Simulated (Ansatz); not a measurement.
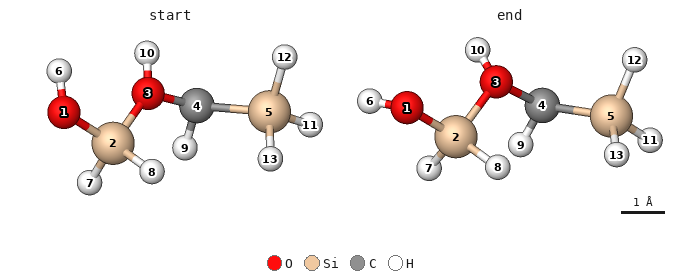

The structure of CH$_{8}$O$_{2}$Si$_{2}$ before (left) and after (right) a relaxation, at one scale.

Style: ball-and-stick. Shown at a tilt.

The run prepares an end point of a later path (hydrogen shift) calculation, from a guessed geometry.

Level of theory: Ansatz 0.2.0, RKS B3LYP/cc-pVDZ. Set-up: no spin polarisation; force threshold 0.02 eV/Å; at most 50 steps.

Q: Describe what moved and what it gained.

A: The energy falls by 29.3 kcal/mol in 19 accepted moves (20 points after the start). The largest force component goes from 4 to 0.0095 eV/Å. The line search rejected the trial step at point 6 of the run. H6 moves most after the best rigid fit: 0.99 Å. By element the largest moves are H 0.99 Å, O 0.37 Å, C 0.23 Å, Si 0.18 Å. Among the contacts that change: O3–C4 1.430 → 1.674 Å, Si2–O3 1.657 → 1.756 Å, C4–H9 1.158 → 1.108 Å, Si5–H11 1.454 → 1.502 Å. Among the angles between lasting bonds that change: Si2–O3–H10 144.2° → 120.3°, O3–C4–Si5 123.4° → 106.7°, C4–Si5–H13 108.6° → 121.8°. Groups turn about O1–Si2 by about 85°. The run took 94 s on 2 threads of Intel(R) Xeon(R) Platinum 8259CL CPU @ 2.50GHz (Skylake/Cascade Lake), with other jobs on the host, peak memory 0.31 GiB.
